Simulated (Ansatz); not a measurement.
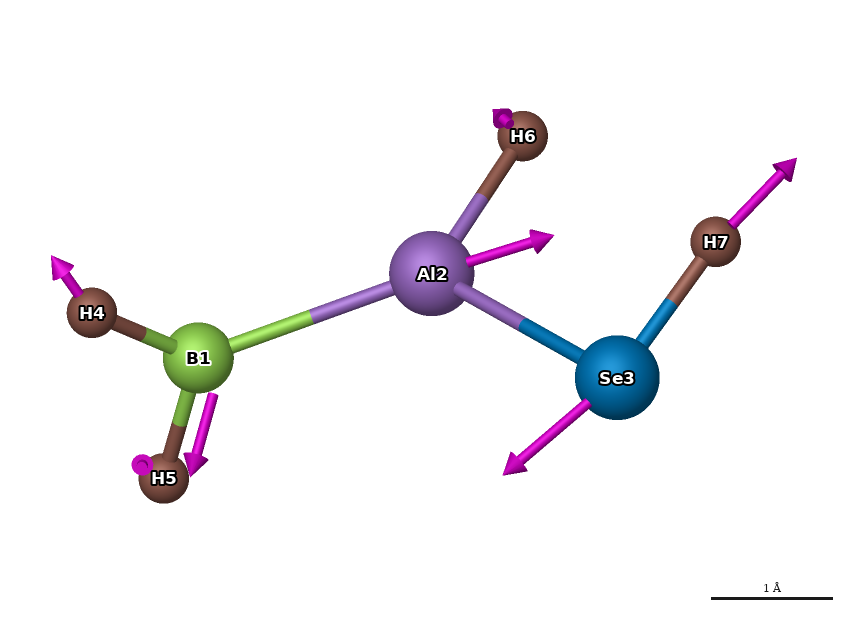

Arrows show the forces on the atoms, 0.9 Å of arrow for 1 eV/Å; forces under a tenth of the largest aren't drawn. Level of theory: PBE0-D4/def2-TZVPP (Ansatz 0.2.0).

Question: On which atom is the force largest, and how large is it?

Answer: On Se3: 1.05 eV/Å.

Question: Which bond do the forces act along most?

Answer: Se3–H7, now 1.431 Å: the forces push its atoms apart, so a first step downhill lengthens it.

List the force components in the frame of the picture (x right, y up, z towards the viewer), in eV/Å.

```tsv
atom	Fx	Fy	Fz
B1	−0.21	−0.77	0.18
Al2	0.80	0.25	0.17
Se3	−0.79	−0.68	0.14
H4	−0.26	0.37	0.11
H5	0.01	0.06	−0.24
H6	−0.16	0.14	−0.18
H7	0.61	0.63	−0.19
```
